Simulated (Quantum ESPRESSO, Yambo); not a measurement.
# Quasiparticle gap of SiC (P6_3mc) in Yambo, part 3 of 3

Aim: the G0W0 gap of SiC (P6_3mc) on PBE, step by step.

Quantum ESPRESSO 7.5 and Yambo 5.3.0; PBE and many-body steps on it, plane waves. Known limits of the many-body steps: not at the basis limit; coarse k mesh.

So far. Step 3 (Bands along the symmetry lines): The gap is 2.275 eV, as in the run before at this level. Step 4 (Empty states on the mesh, 3×3×4 mesh, 101 bands): On this mesh the gap is 2.275 eV.

## Step 6: Screening and self-energy, 3×3×4 mesh, 101 bands, screening to 163.3 eV

G0W0 replaces the xc potential by the self-energy, built once from these orbitals. Only a window of levels is corrected, while the sums run over the empty bands that the input names.

This step: G0W0 on PBE, plane waves, norm-conserving pseudopotentials.

gw1.in

```
HF_and_locXC
gw0
dyson
ppa
em1d
rim_cut
RandQpts= 1000000
RandGvec= 1 RL
EXXRLvcs= 74 Ry
VXCRLvcs= 296 Ry
Chimod= "HARTREE"
% BndsRnXp
 1 | 101 |
%
NGsBlkXp= 12 Ry
% LongDrXp
 1 | 1 | 1 |
%
% GbndRnge
 1 | 101 |
%
DysSolver= "n"
ExtendOut
PPAPntXp= 27.21138 eV
% QPkrange
 1 | 1 | 7 | 10 |
 7 | 7 | 7 | 10 |
 4 | 4 | 7 | 10 |
%
```

Run with:

```sh
$ OMP_NUM_THREADS=1 mpirun -n 4 yambo -F gw1.in -J gw1 -C gw1 > gw1.log
```

What it wrote:

```text
 Yambo, version 5.3.0

 [02] CORE Variables Setup
 =========================

  [... cell, symmetries and grids as in the set-up ...]

  [02.05] Energies & Occupations
  ==============================

  [X] === General ===
  [X] Electronic Temperature                        :  0.000000  0.000000 [eV K]
  [X] Bosonic    Temperature                        :  0.000000  0.000000 [eV K]
  [X] Finite Temperature mode                       : no
  [X] El. density                                   :  0.38765E+24 [cm-3]
  [X] Fermi Level                                   :  9.679822 [eV]

  [X] === Gaps and Widths ===
  [X] Conduction Band Min                           :  2.275274 [eV]
  [X] Valence Band Max                              :  0.000000 [eV]
  [X] Filled Bands                                  :   8
  [X] Empty Bands                                   :    9  101
  [X] Direct Gap                                    :  4.293375 [eV]
  [X] Direct Gap localized at k                     :   4
  [X] Indirect Gap                                  :  2.275274 [eV]
  [X] Indirect Gap between kpts                     :   1   7
  [X] Last valence band width                       :  3.841673 [eV]
  [X] 1st conduction band width                     :  3.637217 [eV]

 [03] Transferred momenta grid and indexing
 ==========================================

 IBZ Q-points                                      :  10
 BZ  Q-points                                      :   36

 K/Q-points units:
 rlu = crystal or reduced units; cc = cartesian coordinates; iku = interal k-units

 Q [ 1]         [rlu]:  0.000000  0.000000  0.000000
 Q [ 2]         [rlu]:  0.000000  0.000000  0.250000
 Q [ 3]         [rlu]:  0.000000  0.000000 -0.500000
 Q [ 4]         [rlu]:  0.13002E-17  0.33333       0.0000
 Q [ 5]         [rlu]:  0.13002E-17  0.33333      0.25000
 Q [ 6]         [rlu]:  0.13002E-17  0.33333     -0.50000
 Q [ 7]         [rlu]:  0.333333  0.333333  0.000000
 Q [ 8]         [rlu]:  0.333333  0.333333  0.250000
 Q [ 9]         [rlu]:  0.333333  0.333333 -0.500000
 Q [10]         [rlu]: -0.13002E-17 -0.33333      0.25000

 [04] Coloumb potential Random Integration (RIM)
 ===============================================

  [04.01] RIM initialization
  ==========================

  * Diagonal components only detected *

  8 x (sBL volume)        :  0.197901 [a.u.]
  sBZ random points       :  1000000
  Points outside the sBZ  :   7980387
  RL volume               :  0.890552 [a.u.]
  Integrated volume       :  0.892741 [a.u.]

  [04.02] RIM integrals
  =====================

  Gamma point sphere radius             :  0.105706 [a.u.]
  Points outside the sphere             :   813532
  [Int_sBZ(q=0) 1/q^2]*(Vol_sBZ)^(-1/3) =:  7.220554
                                 should be <:  7.795600

  Summary of Coulomb integrals for non-metallic bands |Q|[au] RIM/Bare

  Q [1] 0.100000E-4 0.926235 * Q [2] 0.164755 0.634104
  Q [3] 0.329510 0.865201 * Q [4] 0.416384 1.148315
  Q [5] 0.447794 1.092429 * Q [10] 0.447794 1.091223
  Q [6] 0.530992 1.025609 * Q [7] 0.721198 1.047178
  Q [8] 0.739778 1.040957 * Q [9] 0.792908 1.027150

 [05] Dipoles
 ============

  [05.01] Setup: observables and procedures
  =========================================

  [WARNING] [x,Vnl] slows the Dipoles computation. To neglect it rename the ns.kb_pp file

 [06] Dynamic Dielectric Matrix (PPA)
 ====================================

 [WR./gw1//ndb.pp]---------------------------------------------------------------
  Brillouin Zone Q/K grids (IBZ/BZ)                :   10   36   10   36
  RL vectors                                       :   3863 [WF]
  Coulomb cutoff potential                         : none
  Electronic Temperature                           :  0.000000 [K]
  Bosonic    Temperature                           :  0.000000 [K]
  PPA    diel. fun.  energies                      : Perdew, Burke & Ernzerhof(X)+Perdew, Burke & Ernzerhof(C)
  wavefunctions                                    : Perdew, Burke & Ernzerhof(X)+Perdew, Burke & Ernzerhof(C)
  Global Gauge                                     : length
  X matrix size                                    :  209
  X band range                                     :    1  101
  X e/h energy range                               : -1.000000 -1.000000 [eV]
  X Time ordering                                  : R
  X Hxc Kernel                                     : HARTREE
  X Drude frequency                                :  0.000000  0.000000
  X poles                                          :  100.0000 [o/o]
  RL vectors in the sum                            :   3863
  [r,Vnl] included                                 : yes
  Field direction                                  :  0.577350E-5  0.577350E-5  0.577350E-5
  BZ energy Double Grid                            : no
  BZ energy DbGd points                            : 0
  BZ Q point size factor                           : -1.000000
  X Optical Averaged directions                    : none

 [07] Local Exchange-Correlation + Non-Local Fock
 ================================================

 [VXC] Plane waves :  23897
 [EXS] Plane waves :  2997

 QP @ state[ 1 ] K range:  1  1
 QP @ state[ 1 ] b range:   7  10
 QP @ state[ 2 ] K range:   4   4
 QP @ state[ 2 ] b range:   7  10
 QP @ state[ 3 ] K range:   7   7
 QP @ state[ 3 ] b range:   7  10

 [xc] Functional : Perdew, Burke & Ernzerhof(X)+Perdew, Burke & Ernzerhof(C)
 [xc] LIBXC used to calculate xc functional
  PP Number of Atomic Species                      :  2
  NLCC RL compoments                               :  23897
  PP Number of Atomic Species                      :  2
  NLCC RL compoments                               :  23897

 [xc] E_xc :  -6.122893 [Ha]
      E_xc :  -12.24579 [Ry]

  Local XC kind (lXC) : Perdew, Burke & Ernzerhof(X)+Perdew, Burke & Ernzerhof(C)
  Non-Local XC kind (nlXC) : Hartree-Fock

  Corrections @ K [1] :  [eV]
 <7|nlXC|7> = -17.90055  0.22291E-16 <7|lXC|7> = -15.07648  0.94408E-16
 <8|nlXC|8> = -17.90011 -0.79772E-17 <8|lXC|8> = -15.07648 -0.37763E-15
 <9|nlXC|9> = -6.642601 -0.24234E-17 <9|lXC|9> = -12.10977 -0.18882E-15
 <10|nlXC|10> = -7.132411  0.41296E-17 <10|lXC|10> = -12.77445 -0.18882E-15

  Corrections @ K [4] :  [eV]
 <7|nlXC|7> = -16.72897  0.17961E-16 <7|lXC|7> = -13.77183  0.37763E-15
 <8|nlXC|8> = -17.81726  0.11039E-16 <8|lXC|8> = -14.66735  0.18882E-15
 <9|nlXC|9> = -5.748824  0.19664E-17 <9|lXC|9> = -10.65328 -0.47204E-16
 <10|nlXC|10> = -6.168485 -0.19029E-17 <10|lXC|10> = -11.31586  0.47204E-16

  Corrections @ K [7] :  [eV]
 <7|nlXC|7> = -16.97724 -0.18720E-16 <7|lXC|7> = -13.06156  0.000000
 <8|nlXC|8> = -16.98770  0.22269E-16 <8|lXC|8> = -13.15182  0.18882E-15
 <9|nlXC|9> = -5.496467  0.26941E-18 <9|lXC|9> = -9.860269 -0.35403E-16
 <10|nlXC|10> = -6.335978 -0.17096E-17 <10|lXC|10> = -12.29223 -0.94408E-16

 [08] Dyson equation: Newton solver
 ==================================

  [08.01] G0W0 (W PPA)
  ====================

  [  GW  ] Bands range     :    1  101
  [GW/PPA] G damping       :  0.100000 [eV]

  QP @ state[ 1 ] K range:  1  1
  QP @ state[ 1 ] b range:   7  10
  QP @ state[ 2 ] K range:   4   4
  QP @ state[ 2 ] b range:   7  10
  QP @ state[ 3 ] K range:   7   7
  QP @ state[ 3 ] b range:   7  10

   Sc/G bands                                       :    1  101
   Sc/G damping                                     :  0.100000 ev
   Sc bands terminator                              : no
   Sx RL components                                 :  2997

   QP @ state[ 1 ] K range                          :  1  1
   QP @ state[ 1 ] b range                          :   7  10
   QP @ state[ 2 ] K range                          :   4   4
   QP @ state[ 2 ] b range                          :   7  10
   QP @ state[ 3 ] K range                          :   7   7
   QP @ state[ 3 ] b range                          :   7  10
   GF energies kind                                 : Perdew, Burke & Ernzerhof(X)+Perdew, Burke & Ernzerhof(C)
   GF WF`s kind                                     : Perdew, Burke & Ernzerhof(X)+Perdew, Burke & Ernzerhof(C)
   Xs energies kind                                 : Perdew, Burke & Ernzerhof(X)+Perdew, Burke & Ernzerhof(C)
   Xs WF`s kind                                     : Perdew, Burke & Ernzerhof(X)+Perdew, Burke & Ernzerhof(C)

 [11] Game Over & Game summary
```

Wall time 41 s (4 MPI ranks of Arm Neoverse V1, shared host); peak memory 1.4 GiB.

Numbers from this step:

| Quantity | Value |
| --- | --- |
| G0W0 gap on the points computed | 2.886 eV |
| starting gap on the mesh | 2.275 eV |
| k of the valence top | 0, 0, 0 |
| k of the conduction bottom | 0.3333, 0.3333, 0 |
| least direct G0W0 gap on the computed points | 5.158 eV |
| Z at the valence top | 0.7969 |
| Z at the conduction bottom | 0.8281 |

The gap on the mesh goes from 2.28 eV to 2.89 eV, a correction of +0.61 eV.

Limits: finite bands, cutoff and mesh; coarse k mesh. v1 is the top filled band, c1 the lowest empty one. Levels before and after the correction, in eV, zero at the valence-band top of each column:

```tsv
	conduction bottom	valence top
Kohn-Sham	2.28	0.00
G0W0	2.89	0.00
```

```tsv
	level	energy (eV)
Kohn-Sham	Γ v2-v1	0.000
Kohn-Sham	Γ c1	4.820
Kohn-Sham	Γ c2	6.220
Kohn-Sham	(0.333 0.333 0) v2	-4.053
Kohn-Sham	(0.333 0.333 0) v1	-3.842
Kohn-Sham	(0.333 0.333 0) c1	2.275
Kohn-Sham	(0.333 0.333 0) c2	8.182
G0W0	Γ v2-v1	0.000
G0W0	Γ c1	5.713
G0W0	Γ c2	7.073
G0W0	(0.333 0.333 0) v2	-4.423
G0W0	(0.333 0.333 0) v1	-4.224
G0W0	(0.333 0.333 0) c1	2.886
G0W0	(0.333 0.333 0) c2	9.185
```

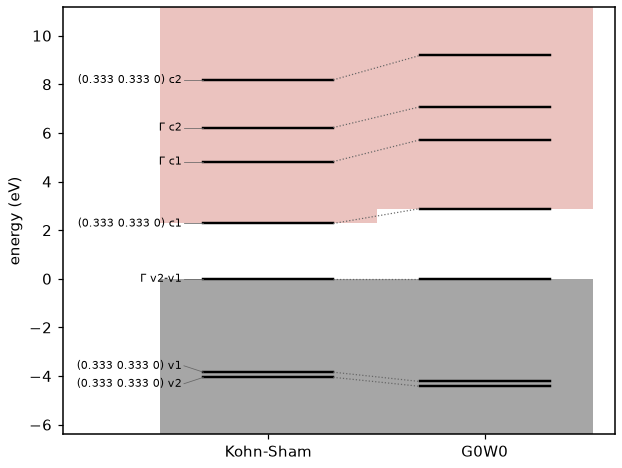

Levels before and after the correction. Shaded: valence and conduction bands.

## Step 7: Where the time went

Times are wall times on the hardware named with each run, good to a factor of about two.

```tsv
step	time	share	memory (GiB)
ground state	5.3 s	9 %	0.24
bands along the symmetry lines	4.8 s	8 %	0.21
empty states on the mesh	6.5 s	11 %	0.29
conversion and set-up	2.1 s	4 %	0.23
screening and self-energy	41 s	69 %	1.4
```

## Step 8: Outcome

| Item | Value |
| --- | --- |
| PBE gap | 2.28 eV, indirect |
| G0W0 gap on the mesh | 2.89 eV |
| GW settings | 3×3×4 mesh, 101 bands, screening to 163.3 eV, Godby-Needs plasmon pole |
| known limits | not at the basis limit; coarse k mesh |

G0W0 moves the gap on the mesh from 2.28 eV to 2.89 eV (+0.61 eV), with Z of 0.80 and 0.83 at the edges. Only 3 of the mesh's irreducible points were corrected, so a valley elsewhere could overtake. The dearest step here is «screening and self-energy». Against experiment, by G0W0@PBE: the gap of 2.89 eV lies −0.44 eV from the measured 3.33 eV (kind not stated, quoted 2020). The calculation has static nuclei and no excitons; a measured gap holds zero-point and thermal motion, which mostly lowers it. Bands and cutoff are finite, so the gap is not at the basis limit. The miss can reach some tenths of an eV and take either sign; the mesh is an error of its own. In the G0W0 run levels were corrected at 3 k points alone, so a gap called «on the mesh» is the least over those, and an edge elsewhere would be missed. The 3×3×4 mesh is coarse for this cell, which bears on the long-range parts of exchange and screening.

[Paths, hosts, dates, memory and timing lines, banners, echoed tables and standing remarks are left out of the program output.]

[Logs are printed without paths, hosts, clocks, repeated set-up lines and the standing remarks that a program may print on its own settings, such as how far it seeks lower states.]

[Runs of the session that timed out or met a known fault of the program may be left out.]

[Hosts, paths, dates, database ids (printed as entryN), source tags and the programs' standing remarks are cut or masked in the printed files.]
